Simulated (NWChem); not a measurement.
**C2H3F3 (1,1,1-trifluoroethane): levels of theory compared**

Aim: a comparison of 3 runs (PBE0/def2-SVP, PBE0/def2-SVPD, PBE0/def2-TZVP) of C2H3F3 (1,1,1-trifluoroethane). 

The results are computed with NWChem 7.3.0.

### Step 1. The system as given

C2H3F3 has 8 atoms, charge 0, and is taken as a singlet. As SMILES, `CC(F)(F)F`. The coordinates come from a PBE0-D4/def2-TZVP relaxation.

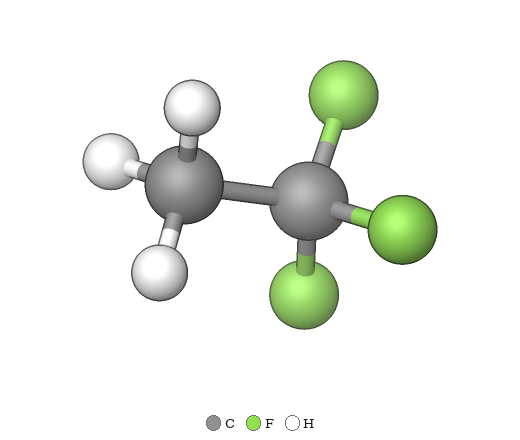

The structure, seen from a chosen angle (carbon grey, fluorine green, hydrogen white).

### Step 2. Energy and forces at PBE0/def2-SVP (run 1)

Input file mymol.nw:

```
start mymol
memory total 2200 mb

geometry units angstroms noautosym nocenter noautoz
  C     -0.615400    -0.141500     0.471500
  C      0.557600     0.109900    -0.423700
  F      1.692800    -0.382000     0.093900
  F      0.395200    -0.458200    -1.627700
  F      0.754200     1.420300    -0.629900
  H     -0.441600     0.335800     1.434900
  H     -0.738000    -1.214600     0.611200
  H     -1.512600     0.273100     0.014000
end

basis spherical bse
  * library def2-SVP
end

dft
  xc pbe0
  grid fine
  convergence energy 1e-08
  maxiter 100
  mulliken
  print low
end

task dft gradient
```

Started as:

```sh
$ nwchem mymol.nw > mymol.out
```

The log of the run:

```text
[...]
 d= 0,ls=0.0,diis     1   -376.7509914031 -5.79D+02  1.78D-02  1.46D+00     0.8
[...]
 d= 0,ls=0.0,diis     8   -376.9055625818 -3.48D-09  2.58D-06  1.13D-07     5.3
         Total DFT energy =     -376.905562581773
      One electron energy =     -923.347393847979
           Coulomb energy =      387.329185166507
    Exchange-Corr. energy =      -43.003761527977
 Nuclear repulsion energy =      202.116407627676
[...]
      Total Density - Mulliken Population Analysis
     ---------------------------------------------
    Atom       Charge   Shell Charges
 -----------   ------   -------------------------------------------------------
    1 C    6     6.12   1.99  0.90  0.16  2.16  0.88  0.02
    2 C    6     5.53   1.99  0.94  0.05  1.87  0.49  0.19
    3 F    9     9.19   1.99  1.14  0.77  3.35  1.94  0.01
    4 F    9     9.19   1.99  1.14  0.77  3.35  1.94  0.01
    5 F    9     9.19   1.99  1.14  0.77  3.35  1.94  0.01
    6 H    1     0.92   0.73  0.16  0.02
    7 H    1     0.92   0.73  0.16  0.02
    8 H    1     0.92   0.73  0.16  0.02
[...]
                         DFT ENERGY GRADIENTS
    atom               coordinates                        gradient
                 x          y          z           x          y          z
   1 C      -1.162937  -0.267396   0.891006   -0.004637  -0.001026   0.003542
   2 C       1.053711   0.207681  -0.800677   -0.004699  -0.000937   0.003630
   3 F       3.198928  -0.721875   0.177445    0.002890  -0.000821   0.000505
   4 F       0.746820  -0.865872  -3.075907    0.000342  -0.000985  -0.002898
   5 F       1.425231   2.683978  -1.190338    0.001044   0.002658  -0.000909
   6 H      -0.834503   0.634570   2.711568   -0.000589  -0.002319  -0.005028
   7 H      -1.394618  -2.295261   1.155001    0.000890   0.005440  -0.000916
   8 H      -2.858400   0.516084   0.026456    0.004758  -0.002010   0.002075
 Task  times  cpu:        6.7s     wall:        6.7s
 Total times  cpu:        6.7s     wall:        6.7s
```

Wall time 7.2 s (1 thread of AMD EPYC 9R45 (Zen 5), shared host); peak memory 0.12 GiB.

### Step 3. Energy and gradient at PBE0/def2-SVPD (run 2)

Input file c2h3f3.xyz:

```xyz
8
C2H3F3
C     -0.615400    -0.141500     0.471500
C      0.557600     0.109900    -0.423700
F      1.692800    -0.382000     0.093900
F      0.395200    -0.458200    -1.627700
F      0.754200     1.420300    -0.629900
H     -0.441600     0.335800     1.434900
H     -0.738000    -1.214600     0.611200
H     -1.512600     0.273100     0.014000
```

Input file c2h3f3.nw:

```
start c2h3f3
title "C2H3F3"
memory total 2200 mb

geometry noautosym nocenter noautoz
 load format xyz c2h3f3.xyz
end

basis "ao basis" spherical bse
 C library def2-SVPD
 F library def2-SVPD
 H library def2-SVPD
end

dft
 xc pbe0
 grid fine
 convergence energy 1e-08
 maxiter 100
 mulliken
 noprint "final vectors analysis"
end

task dft gradient
```

Started as:

```sh
$ nwchem c2h3f3.nw > c2h3f3.out
```

The log of the run:

```text
[...]
          Wavefunction type:  closed shell.
          No. of atoms     :     8
          No. of electrons :    42
[...]
          Charge           :     0
          Spin multiplicity:     1
[...]
          AO basis - number of functions:   133
[...]
              XC Information
              --------------
                         PBE0 Method XC Functional
                     Hartree-Fock (Exact) Exchange  0.250
          PerdewBurkeErnzerhof Exchange Functional  0.750
            Perdew 1991 LDA Correlation Functional  1.000 local
           PerdewBurkeErnz. Correlation Functional  1.000 non-local
[...]
 d= 0,ls=0.0,diis     1   -376.7746634228 -5.79D+02  1.39D-02  1.50D+00     2.3
[...]
 d= 0,ls=0.0,diis     8   -376.9309777550 -3.68D-09  2.54D-06  2.01D-07    15.7
         Total DFT energy =     -376.930977754976
      One electron energy =     -922.874517036173
           Coulomb energy =      386.764554518870
    Exchange-Corr. energy =      -42.937422865349
 Nuclear repulsion energy =      202.116407627676
[...]
      Total Density - Mulliken Population Analysis
     ---------------------------------------------
    Atom       Charge   Shell Charges
 -----------   ------   -------------------------------------------------------
    1 C    6     6.02   1.98  0.93 -0.16  0.06  2.16  0.91  0.02  0.11
    2 C    6     4.92   1.98  0.96 -0.21 -0.04  1.86  0.18  0.18  0.01
    3 F    9     9.45   1.99  1.14  0.80  0.09  3.34  1.92  0.15  0.01  0.01
    4 F    9     9.45   1.99  1.14  0.80  0.09  3.34  1.92  0.15  0.01  0.01
    5 F    9     9.45   1.99  1.14  0.80  0.09  3.34  1.92  0.15  0.01  0.01
    6 H    1     0.91   0.75  0.09  0.02  0.04
    7 H    1     0.91   0.75  0.09  0.02  0.04
    8 H    1     0.91   0.75  0.09  0.02  0.04
[...]
  wavefunction    = closed shell
                         DFT ENERGY GRADIENTS
    atom               coordinates                        gradient
                 x          y          z           x          y          z
   1 C      -1.162937  -0.267396   0.891006   -0.002156  -0.000493   0.001648
   2 C       1.053711   0.207681  -0.800677    0.000061   0.000078  -0.000006
   3 F       3.198928  -0.721875   0.177445   -0.000878   0.000324  -0.000295
   4 F       0.746820  -0.865872  -3.075907    0.000021   0.000364   0.000876
   5 F       1.425231   2.683978  -1.190338   -0.000231  -0.000982   0.000214
   6 H      -0.834503   0.634570   2.711568   -0.000912  -0.002097  -0.004055
   7 H      -1.394618  -2.295261   1.155001    0.000371   0.004634  -0.000489
   8 H      -2.858400   0.516084   0.026456    0.003725  -0.001829   0.002106
[...]
```

It took 21 s on 1 thread of AMD EPYC 9R45 (Zen 5), shared host; peak memory 0.12 GiB.

### Step 4. Energy and gradient at PBE0/def2-TZVP (run 3)

Input file c2h3f3.nw:

```
start c2h3f3
title "C2H3F3 gradient"
memory total 2200 mb

geometry units angstroms noautosym nocenter noautoz
  C     -0.615400    -0.141500     0.471500
  C      0.557600     0.109900    -0.423700
  F      1.692800    -0.382000     0.093900
  F      0.395200    -0.458200    -1.627700
  F      0.754200     1.420300    -0.629900
  H     -0.441600     0.335800     1.434900
  H     -0.738000    -1.214600     0.611200
  H     -1.512600     0.273100     0.014000
end

basis "ao basis" spherical bse
  * library def2-TZVP
end

dft
  xc pbe0
  grid fine
  convergence energy 1e-08
  maxiter 100
  mulliken
  noprint "final vectors analysis"
end

task dft gradient
```

Started as:

```sh
$ nwchem c2h3f3.nw > c2h3f3.out
```

The log of the run:

```text
[...]
          Wavefunction type:  closed shell.
          No. of atoms     :     8
          No. of electrons :    42
[...]
          Charge           :     0
          Spin multiplicity:     1
[...]
          AO basis - number of functions:   173
[...]
              XC Information
              --------------
                         PBE0 Method XC Functional
                     Hartree-Fock (Exact) Exchange  0.250
          PerdewBurkeErnzerhof Exchange Functional  0.750
            Perdew 1991 LDA Correlation Functional  1.000 local
           PerdewBurkeErnz. Correlation Functional  1.000 non-local
[...]
 d= 0,ls=0.0,diis     1   -377.1987648774 -5.79D+02  5.81D-03  1.75D+00     4.7
[...]
 d= 0,ls=0.0,diis     8   -377.3563205498 -4.95D-09  1.76D-06  3.17D-07    32.9
         Total DFT energy =     -377.356320549838
      One electron energy =     -923.927783643331
           Coulomb energy =      387.499335167228
    Exchange-Corr. energy =      -43.044279701411
 Nuclear repulsion energy =      202.116407627676
[...]
      Total Density - Mulliken Population Analysis
     ---------------------------------------------
    Atom       Charge   Shell Charges
 -----------   ------   -------------------------------------------------------
    1 C    6     6.37   0.85  1.12  0.50  0.69  0.07  1.35  1.34  0.41  0.01  0.03  0.00
    2 C    6     5.56   0.85  1.12  0.54  0.52 -0.01  1.16  0.87  0.11  0.07  0.28  0.04
    3 F    9     9.17   0.77  1.20  0.61  0.99  0.33  2.27  2.15  0.83  0.00  0.02  0.00
    4 F    9     9.17   0.77  1.20  0.61  0.99  0.33  2.27  2.15  0.83  0.00  0.02  0.00
    5 F    9     9.17   0.77  1.20  0.61  0.99  0.33  2.27  2.15  0.83  0.00  0.02  0.00
    6 H    1     0.86   0.27  0.47  0.10  0.02
    7 H    1     0.86   0.27  0.47  0.10  0.02
    8 H    1     0.86   0.27  0.47  0.10  0.02
[...]
  wavefunction    = closed shell
                         DFT ENERGY GRADIENTS
    atom               coordinates                        gradient
                 x          y          z           x          y          z
   1 C      -1.162937  -0.267396   0.891006    0.000069  -0.000015  -0.000049
   2 C       1.053711   0.207681  -0.800677   -0.000018   0.000063   0.000057
   3 F       3.198928  -0.721875   0.177445   -0.000038   0.000003   0.000008
   4 F       0.746820  -0.865872  -3.075907   -0.000025  -0.000011   0.000004
   5 F       1.425231   2.683978  -1.190338   -0.000030  -0.000074   0.000022
   6 H      -0.834503   0.634570   2.711568    0.000009   0.000001  -0.000024
   7 H      -1.394618  -2.295261   1.155001    0.000012   0.000035  -0.000016
   8 H      -2.858400   0.516084   0.026456    0.000020  -0.000002  -0.000000
[...]
```

Wall time 44 s (1 thread of AMD EPYC 9R45 (Zen 5), shared host); peak memory 0.14 GiB.

### Step 5. All runs side by side

| run | level | energy (Eh) | largest force (eV/Å) | wall time |
| --- | --- | --- | --- | --- |
| 1 | PBE0/def2-SVP | -376.905563 | 0.309 | 7.2 s |
| 2 | PBE0/def2-SVPD | -376.930978 | 0.240 | 21 s |
| 3 | PBE0/def2-TZVP | -377.356321 | 0.004 | 44 s |

### Step 6. Results

| quantity | value |
| --- | --- |
| run 3: total energy | -377.35632 Eh |
| run 3: dipole moment | 2.28 D |
| run 3: largest force on an atom | 0.004 eV/Å |

Over the runs the total energy spans 12.266 eV. All runs together took 73 s, the longest 44 s.
